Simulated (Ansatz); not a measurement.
WSe2 (2H-MoS2 type, space group P6_3/mmc), scan of one atom of the cell

WSe2 (2H-MoS2 type, space group P6_3/mmc)

```
CELL_PARAMETERS angstrom
      3.29989     0.00000     0.00000
     -1.64994     2.85779     0.00000
      0.00000     0.00000    13.15129
ATOMIC_POSITIONS crystal
  W  0.33333 0.66667 0.25000
  W  0.66667 0.33333 0.75000
  Se 0.33333 0.66667 0.62336
  Se 0.66667 0.33333 0.12336
  Se 0.66667 0.33333 0.37664
  Se 0.33333 0.66667 0.87664
```

In each cell atom 5 (Se, nearest neighbour W at 2.531 Å; its periodic images, 3.3 Å or more away, move with it) moves by s·(-0.652, 0.376, -0.658) (towards the nearest neighbour), the rest being held.

The numbers are results of r2SCAN+rVV10 (plane waves to 500 eV, PAW, scalar-relativistic; Ansatz, a first-principles code), not measurements. k mesh 9×9×2 (Γ-centred), Fermi-Dirac smearing 0.05 eV. The energy includes the smearing's −TS. Left out: 1 of 11 points, with atoms too close for the PAW data. Spin-orbit coupling is left out, though W is heavy. WSe2 is run without spin polarisation. WSe2 was relaxed with its symmetry unable to fall. The zero of ΔE is the undisplaced structure.

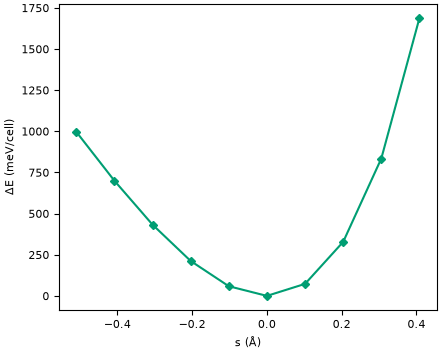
*ΔE (meV/cell) against s (Å); markers are the computed points, lines only join them.*

The energy at s = 0.408 Å is 1688 meV/cell, the force constant k = d²E/ds² at s = 0 (finite differences) is 12.5 eV/Å² and the force along the line at s = -0.510 Å is 3.02 eV/Å. Symmetry of the curve: not even: the positive side lies higher at ±0.408 Å. Harmonic estimate at the end of the scan: ½ks² = 1045 meV/cell against the computed 1688 meV/cell, so the well is stiffer than harmonic there.

With its periodic images moving along, the atom's site symmetry in this cell is 3m..

(For displaced atoms, the force is minus the slope of the energy, and its curvature is a force constant, which sets phonon frequencies.)
